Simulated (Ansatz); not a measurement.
# AlCo (rocksalt type): how the settings move a single-point run

How sensitive is a single-point run of AlCo (rocksalt type) to its settings? A reference run comes first, then one run with altered input.

Program: Ansatz 0.2.0. Level of theory: reference: DFT, PBEsol, all-electron LAPW, scalar-relativistic. These are calculated values, not measurements.

**1. Starting point**

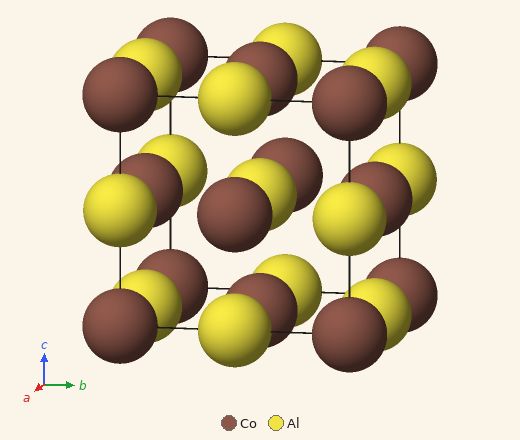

The starting structure, seen slightly off an axis (cobalt brown, aluminium yellow). Atoms on the faces are drawn again on the opposite ones. The cell drawn here is the conventional one.

Coordinates:

```cif
data_structure
_symmetry_space_group_name_H-M 'Fm-3m'
_symmetry_Int_Tables_number 225
_cell_length_a 4.5354
_cell_length_b 4.5354
_cell_length_c 4.5354
_cell_angle_alpha 90.000
_cell_angle_beta 90.000
_cell_angle_gamma 90.000
_cell_volume 93.29
loop_
_atom_site_label
_atom_site_type_symbol
_atom_site_symmetry_multiplicity
_atom_site_Wyckoff_symbol
_atom_site_fract_x
_atom_site_fract_y
_atom_site_fract_z
_atom_site_occupancy
Co1 Co 4 a 0.00000 0.00000 0.00000 1
Al1 Al 4 b 0.50000 0.00000 0.00000 1
```

**2. Reference**

input.yaml reads:

```yaml
crystal:
  lattice:
    - [0.0, 2.2676958022, 2.2676958022]
    - [2.2676958022, 0.0, 2.2676958022]
    - [2.2676958022, 2.2676958022, 0.0]
  atoms:
    - { symbol: Co, position: [0.0, 0.0, 0.0] }
    - { symbol: Al, position: [0.5, 0.5, 0.5] }
kpoints:
  mp_grid: { grid: [15, 15, 15] }
  band_path:
    path:
      - [0.0, 0.0, 0.0]
      - [0.5, 0.0, 0.5]
      - [0.625, 0.25, 0.625]
      - [0.375, 0.375, 0.75]
      - [0.0, 0.0, 0.0]
      - [0.5, 0.5, 0.5]
      - [0.5, 0.25, 0.75]
      - [0.5, 0.0, 0.5]
    npoints: 8
scf:
  occupations: { method: fermi_dirac, width: 0.05 }
hamiltonian:
  xc: pbesol
  pseudopotentials: { kind: all_electron, lapw: { basis_error: 0.001 } }
output:
  forces: true
  stress: true
  eigenvalues: true
  populations: true
  dos: { projected: true, de: 0.2, e_range: [-14, 8] }
```

On the command line:

```
$ ansatz run input.yaml --threads 1 --pin off --max-ram 2048MiB --backend cpu --events-out ev --progress --plain --runs-dir out
```

From the output:

```text
[...]
Basis set: ecut = 322.65669735500256 eV, 331 PW (Γ), exchange–correlation at level 2
[...]
k-points: 120 of 3375
[...]
SCF iter   1: F=—  HF=-44479.049960 eV  |F-HF|=—  |Δ(HF+E_count)|=         —  Δρ=6.50e-2  dr2=1.23e0  ethr=4.42e-3  ⟨swp⟩=2.0  Hψ=14133  notcnv=0
preconditioner: auto → Kerker (q_TF=auto, 2.813 Å⁻¹)  [metal: Δε(μ)=0.012 eV  Ē_g=8.576 eV  σ=0.050 eV  W_gap=0.06  n_scr=14 (ndim 8)  ℏωp=26.6 eV  f_vac=0.000  D(μ)=1.09/eV (n_scr^D=14)]
SCF iter   2: F=—  HF=-44481.127202 eV  |F-HF|=—  |Δ(HF+E_count)|=    2.08e0  Δρ=8.81e-2  dr2=1.83e0  ethr=4.40e-3  ⟨swp⟩=3.0  Hψ=7062  notcnv=0  recentre
[...]
SCF iter   8: F=—  HF=-44478.287017 eV  |F-HF|=—  |Δ(HF+E_count)|=   4.16e-6  Δρ=9.52e-5  dr2=2.15e-6  ethr=6.29e-8  ⟨swp⟩=2.0  Hψ=5911  notcnv=0
SCF iter   9: F=-44478.287016 eV  HF=-44478.287016 eV  |F-HF|=9.31e-9  |Δ(HF+E_count)|=   9.54e-7  Δρ=1.09e-5  dr2=2.31e-8  ethr=7.68e-9  ⟨swp⟩=2.0  Hψ=5911  notcnv=0
[...]
SCF converged after 9 iterations
Free energy (F): -44478.287016 eV
[...]
E sigma→0 (E₀):  -44478.282597 eV
[...]
Fermi energy:    15.643815 eV
[...]
  P = ⅓ Tr σ = 21.6723 GPa (216.723 kbar)
[...]
```

Run time: 24 s. Hardware: 1 thread of Arm Neoverse V2, shared host; peak memory 0.45 GiB.

**3. Changed: mp_grid.grid [10, 10, 10]**

Edit input.yaml of step 2 so:

```diff
@@ -9,3 +9,3 @@
 kpoints:
-  mp_grid: { grid: [15, 15, 15] }
+  mp_grid: { grid: [10, 10, 10] }
   band_path:
@@ -31,2 +31 @@
   populations: true
-  dos: { projected: true, de: 0.2, e_range: [-14, 8] }
```

On the command line:

```
$ ansatz run input.yaml --threads 1 --pin off --max-ram 2048MiB --backend cpu --events-out ev --progress --plain --runs-dir out
```

Standard output:

```text
Co: projections on atomic orbitals take those of the free atom 1s2 2s2 2p6 3s2 3p6 3d7 4s2, of charge +0.00 (hamiltonian.pseudopotentials.projection_atoms)
Al: projections on atomic orbitals take those of the free atom 1s2 2s2 2p6 3s2 3p1, of charge +0.00 (hamiltonian.pseudopotentials.projection_atoms)
LAPW: plane waves up to 9.203 Å⁻¹, error target 1.0e-3 eV per atom; small_component_spin mean_spin; Al in spheres of 1.047 Å, 11 of its electrons in bands, Dirac shells []; Co in spheres of 1.220 Å, 17 of its electrons in bands, Dirac shells []
Engine: ansatz 0.2.0
Pseudopotentials: kind: all_electron
Pseudopotential: Co, LAPW, valence charge 17, Koelling and Harmon's equation, gaussian nucleus
Pseudopotential: Al, LAPW, valence charge 11, Koelling and Harmon's equation, gaussian nucleus
Functional definition: PBEsol
  exchange = pbesol_x
  correlation = pbesol_c
Crystal: 2 atoms, lattice volume = 23.323 Å³
Basis set: ecut = 322.65669735500256 eV, 331 PW (Γ), exchange–correlation at level 2
Bands: 18, of which v1, the nominal top of the filled ones, is band 14 counted from 1 (13 counted from 0)
Symmetry: 48 space group operations
Space group: Fm-3m (ITA 225), of the structure as read, at distance tolerance 2.9e-5 Å
k-points: 47 of 1000
Non-local potential: Co, projectors of the file, none
Non-local potential: Al, projectors of the file, none
Initial density: superposition of atomic densities (chi_scale 0.1, normalization cell, long waves kept (reshape's long-wave potential 0.00 eV rms))
Initial wavefunctions: plane waves of lowest kinetic energy (no species holds an atomic orbital)
Functional: x = pbesol(κ = 0.804, μ = 0.12345679012345678), c = pbesol(β = 0.046)
iter 1 solved again at ethr=4.41e-3 eV; its pass at ethr=1.00e-1 eV (dr2=1.23e0 eV) is discarded
SCF iter   1: F=—  HF=-44479.051586 eV  |F-HF|=—  |Δ(HF+E_count)|=         —  Δρ=6.50e-2  dr2=1.23e0  ethr=4.41e-3  ⟨swp⟩=2.0  Hψ=5530  notcnv=0
preconditioner: auto → Kerker (q_TF=auto, 2.813 Å⁻¹)  [metal: Δε(μ)=0.066 eV  Ē_g=8.559 eV  σ=0.050 eV  W_gap=0.32  n_scr=14 (ndim 8)  ℏωp=26.6 eV  f_vac=0.000  D(μ)=0.91/eV (n_scr^D=8)]
SCF iter   2: F=—  HF=-44481.116320 eV  |F-HF|=—  |Δ(HF+E_count)|=    2.06e0  Δρ=8.76e-2  dr2=1.81e0  ethr=4.40e-3  ⟨swp⟩=3.0  Hψ=2750  notcnv=0  recentre
SCF iter   3: F=—  HF=-44478.392453 eV  |F-HF|=—  |Δ(HF+E_count)|=    2.72e0  Δρ=2.80e-2  dr2=2.46e-1  ethr=4.40e-3  ⟨swp⟩=2.8  Hψ=2571  notcnv=0
iter 4 solved again at ethr=1.36e-5 eV; its pass at ethr=8.80e-4 eV (dr2=3.82e-3 eV) is discarded
SCF iter   4: F=—  HF=-44478.299233 eV  |F-HF|=—  |Δ(HF+E_count)|=   9.32e-2  Δρ=6.32e-3  dr2=3.81e-3  ethr=1.36e-5  ⟨swp⟩=2.0  Hψ=4210  notcnv=0
SCF iter   5: F=—  HF=-44478.288700 eV  |F-HF|=—  |Δ(HF+E_count)|=   1.05e-2  Δρ=3.16e-3  dr2=3.45e-3  ethr=1.36e-5  ⟨swp⟩=2.9  Hψ=2426  notcnv=0
SCF iter   6: F=—  HF=-44478.287093 eV  |F-HF|=—  |Δ(HF+E_count)|=   1.61e-3  Δρ=1.17e-3  dr2=5.01e-4  ethr=1.23e-5  ⟨swp⟩=2.0  Hψ=2315  notcnv=0
SCF iter   7: F=—  HF=-44478.286971 eV  |F-HF|=—  |Δ(HF+E_count)|=   1.22e-4  Δρ=2.61e-4  dr2=2.03e-5  ethr=1.79e-6  ⟨swp⟩=2.0  Hψ=2315  notcnv=0
SCF iter   8: F=—  HF=-44478.286966 eV  |F-HF|=—  |Δ(HF+E_count)|=   5.06e-6  Δρ=9.63e-5  dr2=2.23e-6  ethr=7.26e-8  ⟨swp⟩=2.0  Hψ=2315  notcnv=0
SCF iter   9: F=-44478.286965 eV  HF=-44478.286965 eV  |F-HF|=9.43e-9  |Δ(HF+E_count)|=   9.91e-7  Δρ=1.11e-5  dr2=2.43e-8  ethr=7.96e-9  ⟨swp⟩=2.0  Hψ=2315  notcnv=0
SCF 1 converged in 9 iterations: F = -44478.286965 eV  dr2 = 2.43e-8
NSCF: frozen V_eff on 57 k-points
SCF converged after 9 iterations
Free energy (F): -44478.286965 eV
Harris-Foulkes:  -44478.286965 eV  (|F-HF|=9.43e-9)
Internal energy: -44478.278095 eV  (E = F + TS)
E sigma→0 (E₀):  -44478.282530 eV
Entropy (-TS):   -0.008870 eV (-4.435 meV/atom)
Fermi energy:    15.651554 eV
--- Per-component energies (eV) ---
  E_band       = -715.176452
  E_kinetic    = 45058.446058
  E_xc         = -2088.860028
  E_electrostatic = -87447.864125  (all electrons and nuclei)
  E_smearing   = -0.008870  (= −TS)
  E_closure    = 0.000000  (closes the sum)
  E_atoms      = -44465.928208  (free atoms, spherical and without spin; not in F)
  Σ components = -44478.286965   (vs F -44478.286965, Δ=0.00e0)
  Basis errors (estimates in eV, not in F): energy 3.7e-4 per atom: plane waves 3.3e-4 (1.8e-4 summed), levels above the bands 4.0e-73, relativity 1.3e-8, radial functions 3.8e-5, core shells 1.5e-9; eigenvalues (radial functions only) 1.7e-6; not estimated: angular momenta, meshes, grids; target (lapw.basis_error) 1.0e-3; muffin-tin radii Al 1.047 Å, Co 1.220 Å
--- Forces (eV/Å), atoms counted from 1 ---
  atom   1  Co    -0.00000000     0.00000000    -0.00000000
  atom   2  Al     0.00000000    -0.00000000     0.00000000
  max |Σ_I F_I| component: 5.75e-31 eV/Å
--- Stress (GPa, compression-positive) ---
       21.666462      -0.000000      -0.000000
       -0.000000      21.666462      -0.000000
       -0.000000      -0.000000      21.666462
  P = ⅓ Tr σ = 21.6665 GPa (216.665 kbar)
--- Band table (eV; the first three rows and the last of 47) ---
  k-point 0: bands = ["-86.3653", "-78.3659", "-48.0421", "-48.0421", "-48.0421", "-41.8619", "-41.8619", "-41.8619", "4.7783", "13.7479", "13.7479", "13.7479", "13.9820", "13.9820", "24.0713", "24.0713", "24.0713", "27.7457"]
  k-point 1: bands = ["-86.3652", "-78.3658", "-48.0424", "-48.0420", "-48.0420", "-41.8642", "-41.8625", "-41.8625", "5.0042", "13.6266", "13.7808", "13.7808", "13.9691", "13.9691", "22.6404", "23.9975", "23.9975", "26.6566"]
  k-point 2: bands = ["-86.3651", "-78.3655", "-48.0434", "-48.0419", "-48.0419", "-41.8701", "-41.8640", "-41.8640", "5.6724", "13.2608", "13.6652", "13.6652", "14.1568", "14.1568", "20.1005", "23.8353", "23.8353", "26.2916"]
  k-point 46: bands = ["-86.3644", "-78.3642", "-48.0481", "-48.0468", "-48.0431", "-41.8762", "-41.8729", "-41.8725", "10.9303", "11.9151", "12.1327", "13.4641", "15.1699", "15.8548", "15.8988", "16.6253", "17.8485", "26.6811"]
--- Löwdin populations: 2 sites ---
  site symbol       q [e]
     0     Co     26.6268
     1     Al     13.2265
  spilling = 0.003668 (of n_electrons = 40.000000)
```

It took 12 s on 1 thread of Arm Neoverse V2, shared host; peak memory 0.31 GiB.

Changing the k-point mesh leaves the energy as it was (0.0 meV/atom).

**4. All runs together**

```tsv
run	ending	energy change	pressure (GPa)	gap (eV)	force (eV/Å)	cycles	time
reference	converged	0	21.7	0.00	0.00	9	24 s
1: mp_grid.grid [10, 10, 10]	converged	0.0 meV/atom	21.7	0.00	0.00	9	12 s
```

Times don't compare one to one where runs were asked for different outputs or read a saved state (see the inputs); cycles may leave out searches for a lower state.

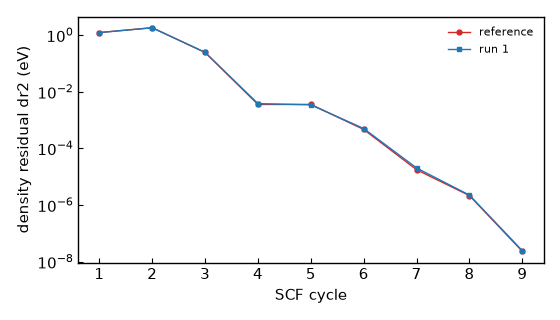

Residual by cycle in the longest SCF loop of each run; runs are numbered as in the table.

**Reading.** Changing the k-point mesh leaves the energy as it was (0.0 meV/atom). The structure is not at rest: the sound run finds 22 GPa, so these are no properties of the relaxed crystal. The reference has no spin polarisation; with Co present, a magnetic state may lie lower.
